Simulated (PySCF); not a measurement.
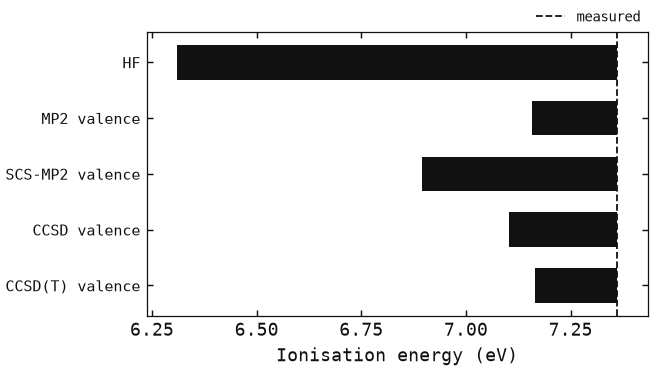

The ionisation energy of an atom or ion with 44 electrons in the configuration [Kr] 4d⁷ 5s by several methods. PySCF, ANO-RCC-VTZP, spin-free X2C-1e, unrestricted single determinants, no spin-orbit coupling. Methods marked “valence” freeze 36 core electrons.

### Which atom or ion is it?

Neutral ruthenium. The values run from 6.311 eV (HF) to 7.166 eV (CCSD(T) valence). The measured value is 7.361 eV; nearest to it come CCSD(T) valence (−0.195) and MP2 valence (−0.202), furthest HF (−1.050 eV). These values lack spin-orbit coupling; with the first-order correction of −0.0057 eV added, CCSD(T) valence comes nearest (−0.200).
